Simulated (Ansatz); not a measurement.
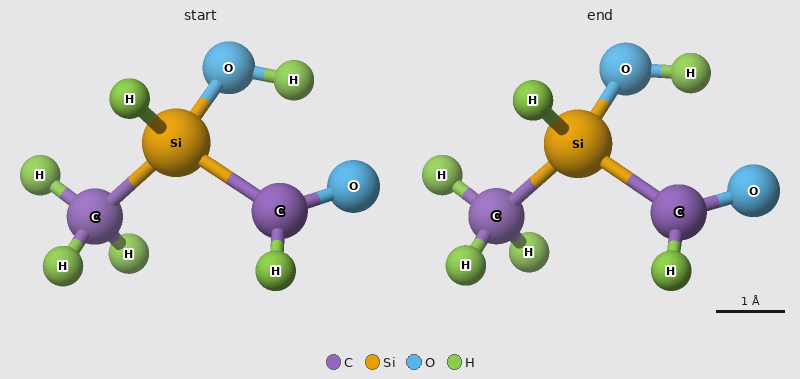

The structure of C2H6O2Si before (left) and after (right) a relaxation, at one scale.

Style: ball-and-stick. Shown at a tilt.

The start comes from PBE-D4/def2-SVP.

All numbers below come from Ansatz 0.2.0, RKS PBE0-D4/def2-TZVP. Set-up: force threshold 0.005 eV/Å; at most 150 steps.

**What changed between the two?**

The energy falls by 0.082 eV in 8 geometry steps. The largest force component goes from 1.1 to 0.0029 eV/Å. The atom that moves furthest after the best rigid fit is an H atom (0.14 Å). Largest moves by element: H 0.14 Å, O 0.09 Å, Si 0.03 Å, C 0.03 Å. Among the contacts that change: O–Si 1.677 → 1.639 Å, C–Si 1.947 → 1.925 Å, H–O 0.986 → 0.964 Å, C–Si 1.878 → 1.857 Å. Bond angles that change, for instance: Si–O–H 106.5° → 112.3°, O–Si–C 99.7° → 103.2°. The run took roughly 100 core-seconds on a shared host.
